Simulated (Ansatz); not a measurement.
Consider BN in the zinc blende structure (space group F-43m, No. 216; a = 3.606 Å).

It is then changed as follows: every lattice vector is shortened by 4.00 %, atoms relaxed at fixed cell.

Computed with Ansatz (an electronic-structure program) PBEsol, without spin-orbit coupling.

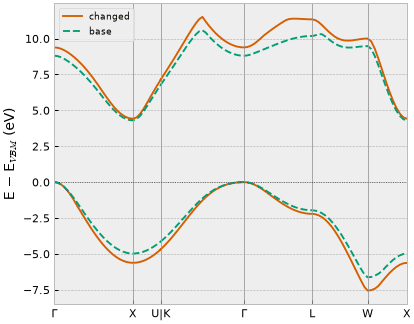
Highest valence and lowest conduction band along the path, each from its own valence-band maximum

The gap is 4.42 eV, indirect, Γ → X; the base has 4.30 eV.

The cells carry an imposed strain or load. Whether these cells are dynamically stable was not tested.
